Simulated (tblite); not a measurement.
## C3H15NO2Si3: geometry relaxation (part 3 of 3)

Continued. System: C3H15NO2Si3. Method: GFN2-xTB geometry optimisation, gas phase (tblite 0.8.0). It belongs to a series of runs on one base structure; here: H on Si replaced by OCH3.

Geometry of the input (Å):
```
C  -2.6497  1.7090  -0.2092
O  -1.3621  1.2602  -0.4846
Si -1.1810  -0.1910  0.4607
C  -2.0795  -1.6033  -0.3813
Si 0.9845  -0.6145  0.5978
C  1.3172  -2.3048  -0.0956
O  1.4973  -0.5798  2.2135
Si 2.1914  0.8471  -0.5968
N  2.7214  2.1734  0.4508
H  -3.3295  1.3356  -0.9940
H  -2.9553  1.3662  0.7963
H  -2.6173  2.8226  -0.1725
H  -1.7535  0.0170  1.8179
H  -2.1939  -1.3798  -1.4451
H  -1.5764  -2.5537  -0.1638
H  -3.1135  -1.6519  0.0660
H  2.0850  -2.8161  0.5382
H  0.4307  -2.9569  -0.1175
H  1.7561  -2.1965  -1.0950
H  1.3670  0.3489  2.5626
H  3.3691  0.1566  -1.1459
H  1.3510  1.4122  -1.6825
H  2.0574  2.9765  0.4497
H  3.6718  2.4426  0.1383
```

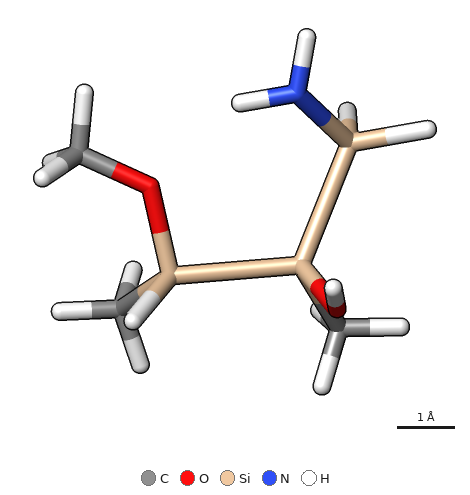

The geometry at step 183 of the log (stick view, seen at a tilt).

### Trajectory as extended XYZ, continued
```
24
Properties=species:S:1:pos:R:3:forces:R:3 step=151 energy=-827.12567
C    -2.2459    1.9889   -0.1230   -0.0190   0.0030  -0.0120
O    -1.1394    1.1990    0.1866   -0.0090   0.0020  -0.0020
Si   -1.1497   -0.3587    0.7185   -0.0230  -0.0050   0.0260
C    -2.2693   -1.4458   -0.3868   -0.0070  -0.0070  -0.0070
Si    1.1251   -0.7654    0.5557   -0.0060  -0.0250  -0.0030
C     1.4594   -2.5304   -0.0842    0.0020  -0.0070  -0.0160
O     1.7307   -0.9024    2.0804   -0.0020   0.0250   0.0470
Si    2.3380    0.8346   -0.6168   -0.0130   0.0260  -0.0120
N     1.8078    2.3129    0.1090    0.0030   0.0250  -0.0070
H    -2.8564    1.5147   -0.8932   -0.0110  -0.0200  -0.0230
H    -2.8702    2.1533    0.7583    0.0170  -0.0040   0.0210
H    -1.8912    2.9512   -0.4946    0.0080   0.0150   0.0030
H    -1.8568   -0.3557    2.0277    0.0220  -0.0140  -0.0130
H    -2.0084   -1.3415   -1.4385   -0.0070   0.0180   0.0310
H    -2.1670   -2.4970   -0.1346   -0.0240   0.0090  -0.0020
H    -3.3216   -1.1859   -0.2818    0.0350  -0.0190  -0.0250
H     2.5252   -2.6961   -0.2088   -0.0160  -0.0120  -0.0070
H     1.1010   -3.2734    0.6219   -0.0130   0.0360  -0.0010
H     0.9796   -2.7217   -1.0392    0.0130   0.0150   0.0100
H     1.7838   -0.1401    2.6503    0.0260  -0.0250   0.0090
H     3.7976    0.9162   -0.4545    0.0270  -0.0130   0.0050
H     2.1269    0.7706   -2.0806    0.0110  -0.0020  -0.0150
H     0.8165    2.4040    0.2690   -0.0130   0.0060  -0.0080
H     2.1726    3.1884   -0.2330    0.0000  -0.0230   0.0020
24
Properties=species:S:1:pos:R:3:forces:R:3 step=162 energy=-827.12820
C    -2.2578    1.9851   -0.1213   -0.0010  -0.0080   0.0020
O    -1.1490    1.1935    0.1770    0.0110  -0.0010   0.0070
Si   -1.1486   -0.3608    0.7190    0.0130  -0.0070  -0.0060
C    -2.2762   -1.4449   -0.3819    0.0070   0.0010   0.0010
Si    1.1313   -0.7574    0.5624   -0.0160  -0.0050   0.0010
C     1.4619   -2.5193   -0.0874   -0.0040  -0.0070   0.0100
O     1.7220   -0.9059    2.0934    0.0060   0.0040  -0.0080
Si    2.3547    0.8330   -0.6156   -0.0140   0.0110  -0.0100
N     1.8061    2.3146    0.0892   -0.0110   0.0100   0.0020
H    -2.8703    1.5191   -0.8957   -0.0030  -0.0160  -0.0030
H    -2.8758    2.1359    0.7667   -0.0060   0.0120   0.0020
H    -1.9045    2.9523   -0.4825   -0.0050   0.0010   0.0090
H    -1.8380   -0.3684    2.0356   -0.0020   0.0060   0.0030
H    -2.0283   -1.3156   -1.4332    0.0000  -0.0080  -0.0020
H    -2.1660   -2.4995   -0.1504    0.0010   0.0000  -0.0040
H    -3.3287   -1.1964   -0.2624    0.0070   0.0060  -0.0070
H     2.5274   -2.7061   -0.1793   -0.0120   0.0000   0.0030
H     1.0650   -3.2571    0.6029   -0.0050  -0.0010  -0.0060
H     1.0102   -2.6958   -1.0585    0.0000   0.0200   0.0050
H     1.7874   -0.1530    2.6741    0.0100  -0.0090  -0.0110
H     3.8150    0.9145   -0.4416   -0.0090   0.0000   0.0110
H     2.1618    0.7578   -2.0834    0.0120  -0.0080   0.0170
H     0.8111    2.4055    0.2285    0.0160  -0.0020  -0.0080
H     2.1778    3.1885   -0.2476    0.0060   0.0010  -0.0090
24
Properties=species:S:1:pos:R:3:forces:R:3 step=173 energy=-827.13079
C    -2.2649    1.9705   -0.1070    0.0080   0.0020  -0.0010
O    -1.1507    1.1883    0.1955    0.0050   0.0010  -0.0120
Si   -1.1442   -0.3692    0.7283    0.0110   0.0190   0.0100
C    -2.2796   -1.4352   -0.3816    0.0000  -0.0030   0.0070
Si    1.1338   -0.7517    0.5687    0.0170   0.0100   0.0270
C     1.4523   -2.5088   -0.0941   -0.0060  -0.0040   0.0110
O     1.7361   -0.9137    2.0938    0.0020   0.0110   0.0050
Si    2.3708    0.8345   -0.6010   -0.0190  -0.0070   0.0290
N     1.7838    2.3292    0.0407   -0.0160  -0.0090  -0.0020
H    -2.8724    1.5001   -0.8837    0.0070  -0.0110   0.0290
H    -2.8837    2.1195    0.7810   -0.0120   0.0100  -0.0190
H    -1.9155    2.9387   -0.4695   -0.0170   0.0120   0.0110
H    -1.8243   -0.3822    2.0485   -0.0180  -0.0080   0.0090
H    -2.0376   -1.2862   -1.4320   -0.0100  -0.0140   0.0080
H    -2.1772   -2.4955   -0.1718    0.0070   0.0210   0.0000
H    -3.3286   -1.1785   -0.2473    0.0060  -0.0100  -0.0240
H     2.5167   -2.7158   -0.1407   -0.0130  -0.0090  -0.0280
H     1.0097   -3.2535    0.5596   -0.0110   0.0000   0.0100
H     1.0360   -2.6492   -1.0860    0.0250  -0.0140  -0.0190
H     1.8214   -0.1667    2.6798   -0.0040  -0.0150  -0.0220
H     3.8194    0.9284   -0.3550    0.0100   0.0060  -0.0040
H     2.2503    0.7106   -2.0722    0.0030   0.0080   0.0040
H     0.7865    2.4096    0.1708    0.0320  -0.0010  -0.0200
H     2.1504    3.1969   -0.3167   -0.0070   0.0050  -0.0050
24
Properties=species:S:1:pos:R:3:forces:R:3 step=183 energy=-827.13298
C    -2.2770    1.9610   -0.0927   -0.0030   0.0040   0.0090
O    -1.1493    1.1982    0.2107   -0.0160  -0.0020  -0.0010
Si   -1.1371   -0.3616    0.7384   -0.0170   0.0020   0.0130
C    -2.2698   -1.4226   -0.3815    0.0000  -0.0130  -0.0100
Si    1.1406   -0.7500    0.5796    0.0100   0.0080  -0.0120
C     1.4351   -2.5061   -0.1014   -0.0010  -0.0010   0.0020
O     1.7535   -0.9318    2.0978   -0.0130  -0.0020  -0.0040
Si    2.3856    0.8369   -0.5805    0.0040  -0.0070   0.0080
N     1.7707    2.3441    0.0012   -0.0090   0.0000  -0.0020
H    -2.8805    1.4729   -0.8612    0.0140   0.0080   0.0010
H    -2.8974    2.1047    0.7948   -0.0010   0.0090   0.0040
H    -1.9470    2.9342   -0.4601   -0.0130  -0.0040  -0.0030
H    -1.8290   -0.3897    2.0539    0.0020   0.0050  -0.0040
H    -2.0228   -1.2768   -1.4311    0.0090  -0.0010   0.0040
H    -2.1691   -2.4829   -0.1718    0.0070   0.0050   0.0080
H    -3.3209   -1.1682   -0.2579    0.0170   0.0010   0.0010
H     2.4944   -2.7413   -0.1199   -0.0010  -0.0020  -0.0010
H     0.9520   -3.2465    0.5289    0.0030  -0.0010  -0.0050
H     1.0512   -2.6262   -1.1094   -0.0030   0.0050   0.0010
H     1.8529   -0.1893    2.6864   -0.0050   0.0010   0.0020
H     3.8258    0.9556   -0.2950    0.0040  -0.0050  -0.0060
H     2.3081    0.6772   -2.0512    0.0070   0.0040  -0.0020
H     0.7696    2.4247    0.0962    0.0280  -0.0020  -0.0080
H     2.1486    3.2033   -0.3662   -0.0220  -0.0120   0.0040
24
Properties=species:S:1:pos:R:3:forces:R:3 step=194 energy=-827.13433
C    -2.2889    1.9661   -0.0714   -0.0070   0.0090   0.0030
O    -1.1569    1.2102    0.2325   -0.0060   0.0100  -0.0110
Si   -1.1334   -0.3518    0.7522   -0.0240   0.0040  -0.0140
C    -2.2517   -1.4194   -0.3759   -0.0030   0.0000  -0.0020
Si    1.1429   -0.7441    0.5802   -0.0050  -0.0110  -0.0010
C     1.4230   -2.4975   -0.1151   -0.0080   0.0100  -0.0090
O     1.7395   -0.9482    2.1011    0.0270  -0.0110   0.0070
Si    2.4150    0.8324   -0.5636   -0.0190  -0.0130  -0.0200
N     1.7440    2.3393   -0.0520    0.0100   0.0160   0.0090
H    -2.8873    1.4737   -0.8408    0.0020   0.0060   0.0030
H    -2.9111    2.1079    0.8151   -0.0010  -0.0040   0.0050
H    -1.9658    2.9413   -0.4391   -0.0030   0.0010  -0.0050
H    -1.8308   -0.3869    2.0640    0.0090  -0.0040   0.0050
H    -2.0006   -1.2681   -1.4239    0.0060  -0.0090   0.0080
H    -2.1433   -2.4787   -0.1669    0.0100  -0.0010   0.0000
H    -3.3053   -1.1745   -0.2563    0.0060   0.0050  -0.0030
H     2.4772   -2.7549   -0.1071   -0.0030   0.0000   0.0090
H     0.9042   -3.2365    0.4879    0.0130  -0.0020  -0.0010
H     1.0674   -2.5933   -1.1358   -0.0100  -0.0040  -0.0120
H     1.8568   -0.2104    2.6916   -0.0060   0.0140   0.0230
H     3.8398    0.9816   -0.2232    0.0140  -0.0030   0.0070
H     2.4050    0.6382   -2.0325    0.0070  -0.0030  -0.0020
H     0.7400    2.3957    0.0197    0.0050  -0.0010   0.0010
H     2.1087    3.1980   -0.4326   -0.0120  -0.0070   0.0000
24
Properties=species:S:1:pos:R:3:forces:R:3 step=205 energy=-827.13558
C    -2.3022    1.9757   -0.0652    0.0010  -0.0020   0.0010
O    -1.1658    1.2240    0.2342    0.0020  -0.0040   0.0010
Si   -1.1314   -0.3371    0.7564    0.0020  -0.0050  -0.0020
C    -2.2244   -1.4218   -0.3785   -0.0020   0.0020   0.0020
Si    1.1432   -0.7418    0.5861   -0.0010  -0.0010   0.0020
C     1.4056   -2.4933   -0.1204    0.0030  -0.0060  -0.0020
O     1.7505   -0.9533    2.1027    0.0010   0.0050   0.0000
Si    2.4185    0.8261   -0.5640    0.0040   0.0050  -0.0050
N     1.7402    2.3317   -0.0570    0.0030   0.0010  -0.0020
H    -2.9049    1.4775   -0.8272   -0.0040   0.0040  -0.0010
H    -2.9176    2.1205    0.8256    0.0000  -0.0020   0.0030
H    -1.9841    2.9493   -0.4414   -0.0020   0.0010   0.0000
H    -1.8287   -0.3802    2.0674   -0.0050   0.0040   0.0000
H    -1.9402   -1.2959   -1.4213   -0.0030  -0.0090   0.0040
H    -2.1259   -2.4764   -0.1413   -0.0020   0.0050  -0.0040
H    -3.2793   -1.1685   -0.2962    0.0010  -0.0030  -0.0020
H     2.4594   -2.7531   -0.1286   -0.0030   0.0000  -0.0040
H     0.8968   -3.2353    0.4875    0.0010   0.0060   0.0010
H     1.0333   -2.5850   -1.1360    0.0030   0.0020   0.0060
H     1.8544   -0.2211    2.7035   -0.0040  -0.0070  -0.0020
H     3.8419    0.9782   -0.2158    0.0020  -0.0030   0.0010
H     2.4188    0.6295   -2.0327    0.0020  -0.0040   0.0030
H     0.7358    2.3796    0.0166    0.0000   0.0050   0.0040
H     2.0944    3.1904   -0.4467    0.0000   0.0040  -0.0030
```

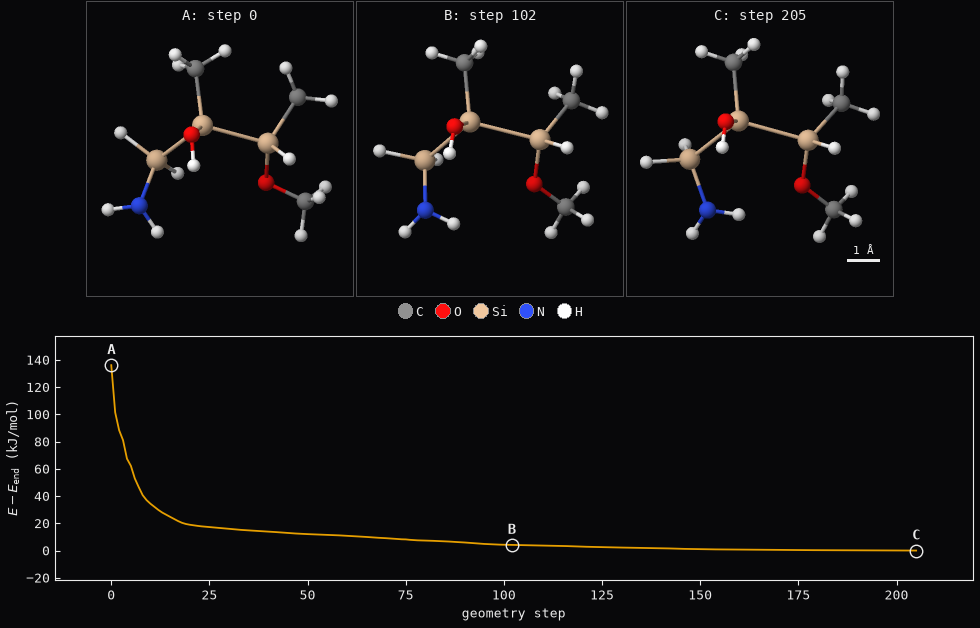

Frames of the relaxation (ball-and-stick view, seen at a tilt) above the curves, on which the letters mark them (steps are counted from 0).

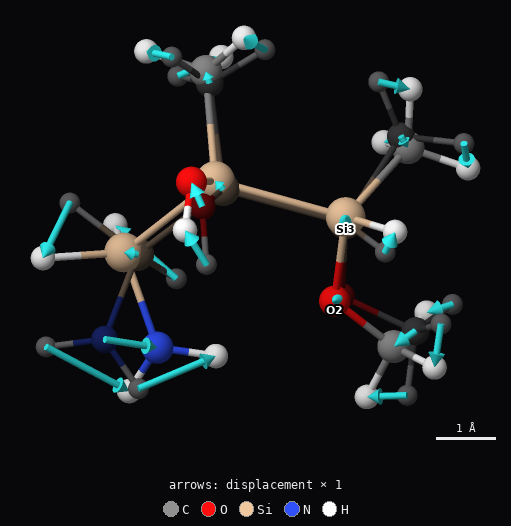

Start (faint) and end (solid) with the displacements as teal arrows, at true length (ball-and-stick view, seen at a tilt). The two geometries are laid on each other by the best rigid fit. After 205 geometry steps the energy has fallen by 136.1 kJ/mol. The largest force component goes from 2 to 0.009 eV/Å. H24 moves most after the best rigid fit: 1.81 Å. By element the largest moves are H 1.81 Å, N 1.09 Å, O 0.74 Å, C 0.47 Å, Si 0.31 Å. Distances before and after: Si3–Si5 2.211 → 2.317 Å, O2–Si3 1.741 → 1.646 Å, Si5–Si8 2.241 → 2.325 Å, Si5–C6 1.857 → 1.907 Å. Among the angles that change: C1–O2–Si3 104.9° → 126.6°, Si5–O7–H20 108.2° → 121.5°, Si8–N9–H24 106.9° → 119.4°. (Atoms are counted from 1 in the order of the input.)

### Summary

- outcome: converged
- total energy: −827.1356 eV
- hardware: 1 CPU thread, shared host
- wall time: 2.4 s
- peak memory: 0.18 GiB
